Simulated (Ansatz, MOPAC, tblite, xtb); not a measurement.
# A ladder of methods for C2H2FGe (SMILES C#[C][GeH][F])

C2H2FGe: 6 atoms, total charge 0, spin state doublet. As SMILES, `C#[C][GeH][F]`. The shape is that of a PBE0-D4/def2-TZVP optimisation.

Quantity: the dipole moment, in D. The values are calculated.

```json
{"level": "GFN2-xTB", "kind": "semi-empirical", "program": "tblite", "value (D)": "2.49", "CPU time": "under 2 s"}
{"level": "PM6", "kind": "semi-empirical", "program": "MOPAC", "value (D)": "2.97", "CPU time": "under 2 s"}
{"level": "PM7", "kind": "semi-empirical", "program": "MOPAC", "value (D)": "3.62", "CPU time": "under 2 s"}
{"level": "GFN1-xTB", "kind": "semi-empirical", "program": "xtb", "value (D)": "2.43", "CPU time": "under 2 s"}
{"level": "UHF/STO-3G", "kind": "Hartree–Fock", "program": "Ansatz", "value (D)": "1.53", "CPU time": "1.3 s"}
{"level": "UHF/3-21G", "kind": "Hartree–Fock", "program": "Ansatz", "value (D)": "2.85", "CPU time": "1.9 s"}
{"level": "UHF/def2-SVP", "kind": "Hartree–Fock", "program": "Ansatz", "value (D)": "2.74", "CPU time": "8.1 s"}
{"level": "UHF/6-311G**", "kind": "Hartree–Fock", "program": "Ansatz", "value (D)": "2.81", "CPU time": "11 s"}
{"level": "UPBE/pcseg-1", "kind": "GGA", "program": "Ansatz", "value (D)": "2.13", "CPU time": "10 s"}
{"level": "UB3LYP/6-31G* (spherical functions)", "kind": "global hybrid", "program": "Ansatz", "value (D)": "2.22", "CPU time": "15 s"}
```

All-electron rows without a relativistic Hamiltonian named are non-relativistic. The values span 1.53 to 3.62 D. Spin contamination of the reference (⟨S²⟩ at least 0.1 too high) touches UHF/STO-3G. Sets without polarisation functions give poor dipoles. Times are those of the runs behind each value, whatever else they computed, on shared processors of several kinds: orders of magnitude only.

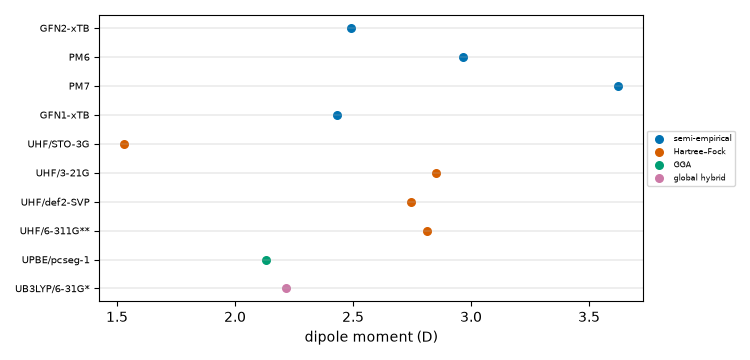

The values of the table, level by level.
